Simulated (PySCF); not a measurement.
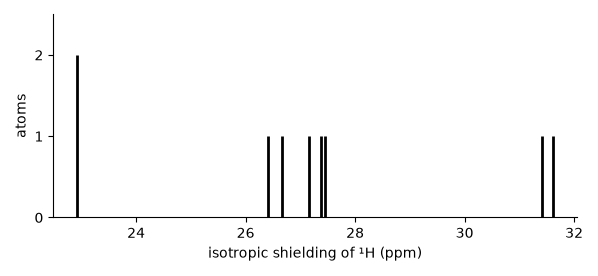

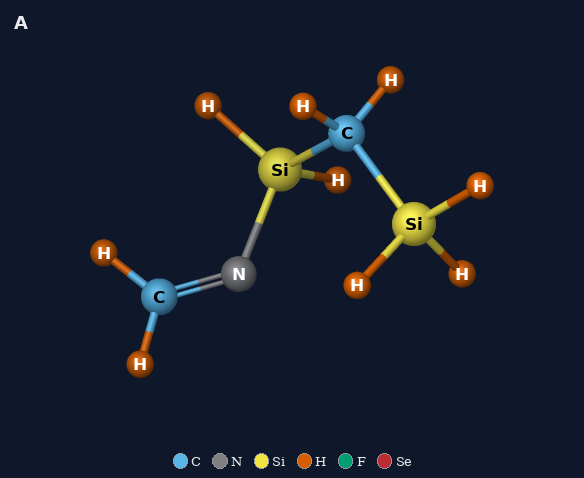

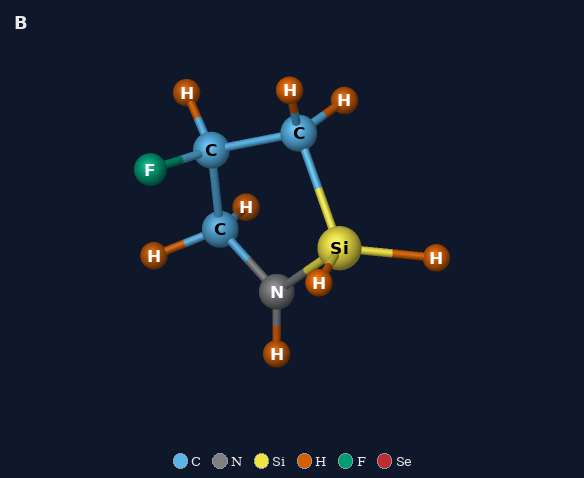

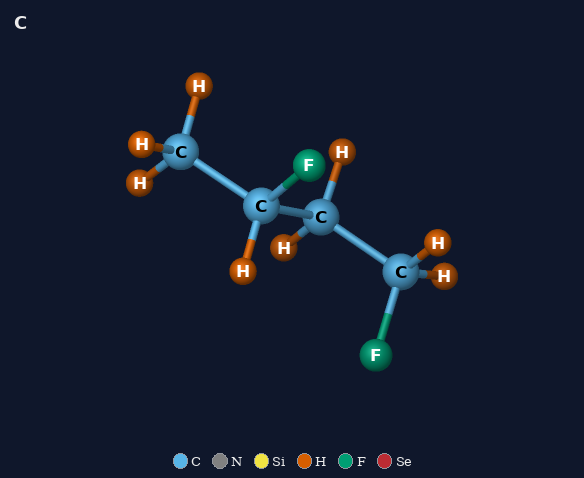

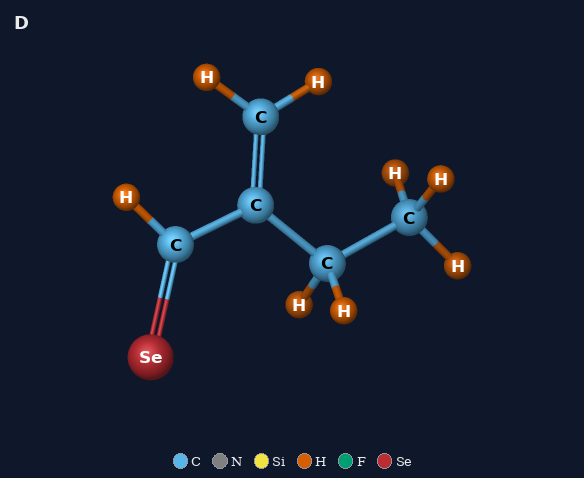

The sticks are computed shieldings of one of the molecules, for one fixed geometry (PBE0-D3(BJ)/def2-SVP) without averaging over rotations. Low shielding means a high chemical shift. Method: GIAO LC-wPBE/pcSseg-1 NMR shielding, non-relativistic, gas phase (PySCF 2.14.0).

Question: Which molecule gives this pattern?

Answer: A, `C=N[SiH2]C[SiH3]`. Its 9 H atoms give lines at 22.92 (2 atoms), 26.40, 26.66, 27.16, 27.37, 27.45, 31.41, 31.61 ppm.
